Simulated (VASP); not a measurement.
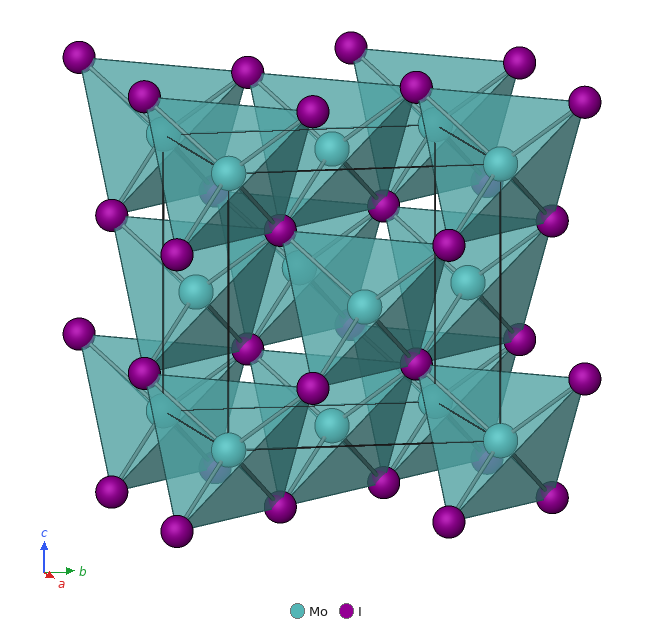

MoI, zinc blende type, space group F-43m (No. 216), a = 6.358 Å, b = 6.358 Å, c = 6.358 Å, α = 90.00°, β = 90.00°, γ = 90.00°. Shown here is a polyhedral view of the crystal, taken slightly off an axis. Lines trace the edges of the conventional unit cell. Some atoms of the next cells are drawn as well. This one geometry was run with nine functionals. The cell is a cell made by a generator, which needn't be a real form of the compound.

Alike in all runs: VASP 6.6.1; cutoff 520 eV; k mesh 7 × 7 × 7 on the run's cell of 2 atoms; occupations fermi-dirac, width 0.05 eV; no spin polarisation; no spin-orbit coupling. LDA runs use LDA potentials, the others PBE ones. All runs are metallic.

| level | pressure (GPa) |
| --- | --- |
| PBE | -7.4 |
| LDA | -11.5 |
| PBEsol | -10.2 |
| AM05 | -9.9 |
| TPSS | -7.5 |
| r2SCAN | -8.1 |
| PW91 | ? |
| BLYP | -3.3 |
| RPBE | -5.9 |

Fill in the row of PW91.

Answer. Pressure -7.3 GPa. That is between PBE and RPBE in pressure.

Order the levels by the equilibrium volume that these pressures point to, smallest first.

Answer. LDA (-11.5 GPa), PBEsol (-10.2 GPa), AM05 (-9.9 GPa), r2SCAN (-8.1 GPa), TPSS (-7.5 GPa), PBE (-7.4 GPa), PW91 (-7.3 GPa), RPBE (-5.9 GPa), BLYP (-3.3 GPa). A higher pressure at one volume points to a larger equilibrium volume, as long as the bulk moduli are alike; rows a few tenths of a GPa apart can't be told apart.

Caveat: an odd number of electrons without spin polarisation forces a metal, and a magnetic or distorted state may lie lower; rows whose functional differs from that of their potentials carry a shift in pressure and volume, which can reorder them.
